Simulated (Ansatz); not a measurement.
# GaHClO (SMILES [O][GaH][Cl]) at U-r2SCAN/def2-SVPD

Aim: the electronic atomisation energy of GaHClO at U-r2SCAN/def2-SVPD, from 5 runs. 

The calculation is run with Ansatz 0.2.0.

70 further runs of the same task are left out: 1 that didn't finish, 69 set aside as unsound or not needed. Runs told in other sessions of the task aren't counted.

## 1. The structure to begin with

GaHClO has 4 atoms, charge 0, and is taken as a doublet. SMILES: `[O][GaH][Cl]`. The shape is that of a PBE0-D4/def2-TZVP optimisation.

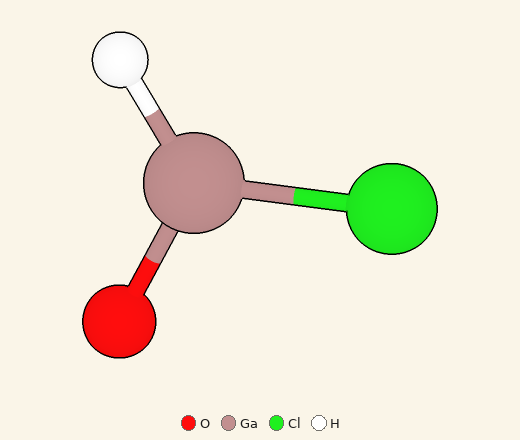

Viewed from a chosen angle; oxygen red, gallium pink, chlorine green, hydrogen white.

## 2. The energy at U-r2SCAN/def2-SVPD

File run.yaml:

```yaml
crystal:
  periodic: [false, false, false]
  atoms:
    - {symbol: O, position_ang: [-1.739800, -0.117700, -0.212200]}
    - {symbol: Ga, position_ang: [0.030900, 0.144300, -0.061200]}
    - {symbol: Cl, position_ang: [1.050700, -1.557300, 0.708800]}
    - {symbol: H, position_ang: [0.713700, 1.470500, -0.455700]}
basis:
  gaussian: {orbitals: def2-SVPD}
magnetization: {spin_polarized: true, initial_magnetization: 1}
hamiltonian: {xc: {name: r2SCAN}}
accuracy: high
output: {orbitals: {seedname: orbitals}}
```

Started as:

```sh
$ ansatz run run.yaml --threads 1 --pin off --max-ram 3480MiB --events-out events.jsonl --progress --plain --runs-dir runs
```

The program printed:

```text
Warning: RAYON_NUM_THREADS=1 ignored (pool sized by the plan → 1); use --threads N
Functional definition: r2SCAN
  name "r2SCAN"
  parameter k0 = 0.174
  parameter k1 = 0.065
  parameter a1 = 4.9479
  exchange = r2scan_x(k0 = k0, k1 = k1, a1 = a1)
  correlation = r2scan_c
1788 factors; integrals over basis functions are off by at most 4.1e-9 eV
mean field evaluation 1: about -66931.6364 eV, gradient 5.7e1 eV
mean field evaluation 2: about -66693.8604 eV, gradient 1.4e2 eV
mean field evaluation 4: about -66944.4443 eV, gradient 3.2e1 eV
mean field evaluation 8: about -66949.8647 eV, gradient 8.1e-1 eV
mean field evaluation 16: about -66949.8627 eV, gradient 3.7e-3 eV
mean field evaluation 32: about -66949.8627 eV, gradient 6.4e-7 eV
mean field -66949.86272508 eV, -2460.3620748998 hartree, gradient 5.2e-8 eV, S^2 0.756121; 2 other end points of the search recorded, 0 dependent functions left out
reference -66949.86273587 eV, -2460.3620752964 hartree; 29, 28 occupied and 67, 68 virtual orbitals, 1788 factors
Total energy: -66949.86273587 eV, -2460.3620752964 hartree
```

It took 40 s on 1 thread of Arm Neoverse V2, shared host; peak memory 0.4 GiB.

## 3. The Cl atom at the same level

File input.yaml:

```yaml
crystal:
  periodic: [false, false, false]
  atoms:
    - {symbol: Cl, position_ang: [0.000000, 0.000000, 0.000000]}
basis:
  gaussian:
    orbitals: def2-SVPD
magnetization:
  spin_polarized: true
  initial_magnetization: 1
hamiltonian:
  xc: r2scan
accuracy: high
```

Started as:

```sh
$ ansatz run input.yaml --threads 1 --pin off --max-ram 3480MiB --events-out events.jsonl --progress --plain --runs-dir runs
```

The program printed:

```text
Warning: RAYON_NUM_THREADS=1 ignored (pool sized by the plan → 1); use --threads N
Functional definition: r2SCAN
  name "r2SCAN"
  parameter k0 = 0.174
  parameter k1 = 0.065
  parameter a1 = 4.9479
  exchange = r2scan_x(k0 = k0, k1 = k1, a1 = a1)
  correlation = r2scan_c
222 factors; integrals over basis functions are off by at most 2.5e-9 eV
mean field evaluation 1: about -12516.2535 eV, gradient 3.5e0 eV
mean field evaluation 2: about -12516.3290 eV, gradient 1.5e0 eV
mean field evaluation 4: about -12516.3393 eV, gradient 1.8e-2 eV
mean field evaluation 8: about -12516.3411 eV, gradient 1.0e-3 eV
mean field evaluation 16: about -12516.3411 eV, gradient 9.6e-8 eV
mean field evaluation 32: about -12516.3411 eV, gradient 2.2e-4 eV
mean field -12516.34106511 eV, -459.9670502621 hartree, gradient 2.2e-8 eV, S^2 0.753938; 1 other end points of the search recorded, 0 dependent functions left out
reference -12516.34107444 eV, -459.9670506049 hartree; 9, 8 occupied and 18, 19 virtual orbitals, 222 factors
Total energy: -12516.34107444 eV, -459.9670506049 hartree
```

Run time: 2.6 s. Hardware: 1 thread of Arm Neoverse V2, shared host; peak memory 0.12 GiB.

## 4. The Ga atom

File molecule.yaml:

```yaml
crystal:
  periodic: [false, false, false]
  atoms:
    - {symbol: Ga, position_ang: [0.000000, 0.000000, 0.000000]}
basis:
  gaussian: {orbitals: def2-SVPD}
magnetization: {spin_polarized: true, initial_magnetization: 1}
hamiltonian: {xc: r2scan}
accuracy: high
```

Run the same way, it converges to -1924.54751 Eh (log not shown).

## 5. The H atom, same level

File job.yaml:

```yaml
crystal:
  periodic: [false, false, false]
  atoms:
    - {symbol: H, position_ang: [0.000000, 0.000000, 0.000000]}
basis:
  gaussian:
    orbitals: def2-SVPD
accuracy: high
total_charge: 0
hamiltonian:
  xc: {name: r2SCAN}
magnetization:
  spin_polarized: true
  initial_magnetization: 1
```

Started as:

```sh
$ ansatz run job.yaml --threads 1 --pin off --max-ram 3480MiB --events-out events.jsonl --progress --plain --runs-dir runs
```

The program printed:

```text
Warning: RAYON_NUM_THREADS=1 ignored (pool sized by the plan → 1); use --threads N
Functional definition: r2SCAN
  name "r2SCAN"
  parameter k0 = 0.174
  parameter k1 = 0.065
  parameter a1 = 4.9479
  exchange = r2scan_x(k0 = k0, k1 = k1, a1 = a1)
  correlation = r2scan_c
33 factors; integrals over basis functions are off by at most 2.1e-9 eV
mean field evaluation 1: about -13.5842 eV, gradient 3.3e-3 eV
mean field evaluation 2: about -13.5842 eV, gradient 3.4e-3 eV
mean field evaluation 4: about -13.5842 eV, gradient 2.8e-5 eV
mean field -13.58416968 eV, -0.4992090282 hartree, gradient 8.8e-10 eV, S^2 0.750000; 0 other end points of the search recorded, 0 dependent functions left out
reference -13.58417057 eV, -0.4992090606 hartree; 1, 0 occupied and 7, 8 virtual orbitals, 33 factors
Total energy: -13.58417057 eV, -0.4992090606 hartree
```

It took 0.34 s on 1 thread of Arm Neoverse V2, shared host.

## 6. The O atom, same level

File run.yaml:

```yaml
crystal:
  periodic: [false, false, false]
  atoms:
    - {symbol: O, position_ang: [0.000000, 0.000000, 0.000000]}
basis:
  gaussian:
    orbitals: def2-SVPD
magnetization:
  spin_polarized: true
  initial_magnetization: 2
hamiltonian:
  xc: r2scan
accuracy: high
```

Run the same way, it converges to -74.97041 Eh (log not shown).

## 7. Outcome

At U-r2SCAN/def2-SVPD:

```
                                    quantity           value
                      molecule: total energy  -2460.36208 Eh
molecule: HOMO energy (highest over α and β)        -7.91 eV
 molecule: LUMO energy (lowest over α and β)        -5.62 eV
                              molecule: ⟨S²⟩           0.756
                       Cl atom: total energy   -459.96705 Eh
                               Cl atom: ⟨S²⟩           0.754
                       Ga atom: total energy  -1924.54751 Eh
                               Ga atom: ⟨S²⟩           0.756
                        H atom: total energy     -0.49921 Eh
                                H atom: ⟨S²⟩           0.750
                        O atom: total energy    -74.97041 Eh
                                O atom: ⟨S²⟩           2.005
               electronic atomisation energy       10.283 eV
```

In words: Taking the molecule apart into free atoms costs 10.28 eV (237 kcal/mol), before zero-point energy and without spin-orbit coupling.
